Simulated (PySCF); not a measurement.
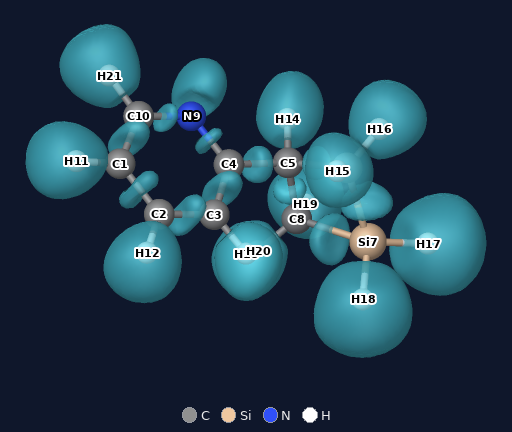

*C8H11NSi (SMILES c1ccc(C2C[SiH2]C2)nc1). Isosurface of the ELF at 0.85 (cyan), seen at a tilt. Only the valence region is drawn (cores and ρ < 0.01 e/Å³ removed).*

Geometry: PBE0-D3(BJ)/def2-SVP.

Theory: PBE0/pcSseg-1, SCF density, gas phase, non-relativistic in PySCF.

Input file:

```
{"job": {"kind": "nmr", "xc": "PBE0", "basis": "pcSseg-1"}, "charge": 0, "multiplicity": 1}
C      3.121365    -0.523824    -0.609078
C      2.078111    -0.422574    -1.528198
C      0.784736    -0.244729    -1.054139
C      0.566878    -0.172283     0.331259
C     -0.815479     0.024458     0.893509
C     -1.519670     1.333180     0.386258
Si    -2.874654     0.260822    -0.391528
C     -1.840424    -1.081860     0.456354
N      1.569237    -0.270588     1.205823
C      2.806309    -0.441013     0.744662
H      4.154828    -0.663728    -0.932262
H      2.271960    -0.481410    -2.602251
H     -0.053666    -0.161635    -1.751220
H     -0.691375     0.039870     1.984780
H     -0.901801     1.935834    -0.295520
H     -1.842234     1.987601     1.209230
H     -4.280007     0.459232     0.082812
H     -2.891044     0.221935    -1.889248
H     -2.319776    -1.576143     1.314070
H     -1.407266    -1.866840    -0.180661
H      3.597747    -0.516810     1.499729
```

Launched as:

```sh
OMP_NUM_THREADS=1 python probes_run.py task.json out
```

What do the ELF domains correspond to?

At this value the surface marks out seven regions between bonded C–C atoms (shared pairs), two regions between bonded C–N atoms (shared pairs), two regions between bonded C–Si atoms (shared pairs), eleven regions around hydrogen nuclei and one lobe on N, pointing away from the bonds (lone pairs). Along the contacts the grid gives the following. C–N (1.33 Å): the ELF peaks at about 0.90 between the atoms: localised, covalent bonding. C–C (1.39 Å): the ELF peaks at about 0.95 between the atoms: a covalent bond.
